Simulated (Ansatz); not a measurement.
The calculation's input:

```
crystal:
  periodic: [false, false, false]
  atoms:
    - {symbol: Si, position_ang: [-0.745323, 1.383456, 0.486652]}
    - {symbol: C, position_ang: [1.630127, 0.476648, -0.530842]}
    - {symbol: H, position_ang: [0.661252, 0.756794, -0.988664]}
    - {symbol: H, position_ang: [-1.314492, 1.375045, -0.931845]}
    - {symbol: Si, position_ang: [-1.371400, -0.902587, 0.731883]}
    - {symbol: H, position_ang: [1.885980, -0.490519, -0.963517]}
    - {symbol: H, position_ang: [1.602328, 0.381023, 0.555400]}
    - {symbol: H, position_ang: [2.355372, 1.240206, -0.803961]}
    - {symbol: H, position_ang: [-2.844735, -0.883289, 0.985413]}
    - {symbol: H, position_ang: [-1.125823, -1.778902, -0.450217]}
    - {symbol: H, position_ang: [-0.733085, -1.557873, 1.909698]}
basis:
  gaussian: {orbitals: def2-TZVPP}
hamiltonian: {xc: pbe0, dispersion: d4}
output: {orbitals: {seedname: orbitals}}
```

Command:

```sh
ansatz run in.yaml --threads 4 --pin off --events-out ev --progress --plain --max-ram 9574MiB
```

The product side of a reaction path; geometry: PBE0-D4/def2-TZVP.

Theory: Ansatz, RKS PBE0-D4/def2-TZVPP.

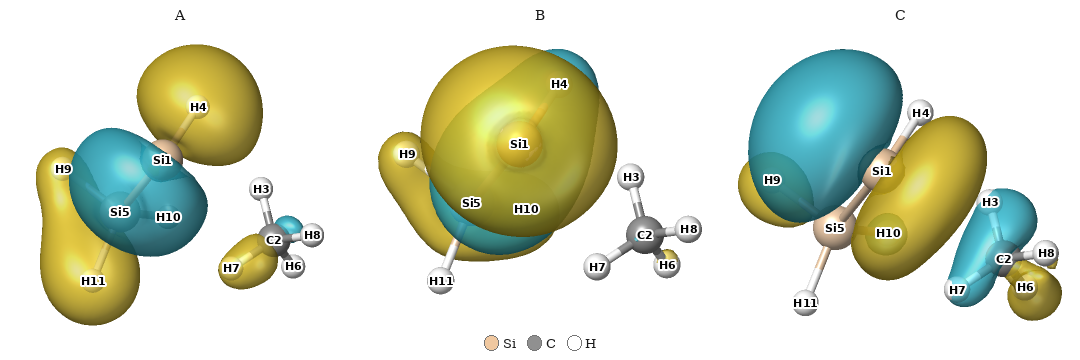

H4Si2···CH4. Three frontier orbitals at ±0.08 Å⁻³ᐟ² (yellow and cyan are the two phases), in no order.

Question: Which picture is the HOMO−1, the HOMO and the LUMO?

Answer: A is the HOMO−1 (−8.10 eV). It lies mainly on Si1 (about 40 %), H4 (about 25 %), Si5 (about 20 %) and H11 (about 10 %). B is the HOMO (−6.40 eV). By Hirshfeld shares it lies mainly on Si1 (about 65 %) and Si5 (about 20 %). C is the LUMO (−2.31 eV). It lies mainly on Si1 (about 70 %) and C2 (about 5 %).

Question: What is the HOMO–LUMO gap?

Answer: 4.09 eV between the orbital energies.
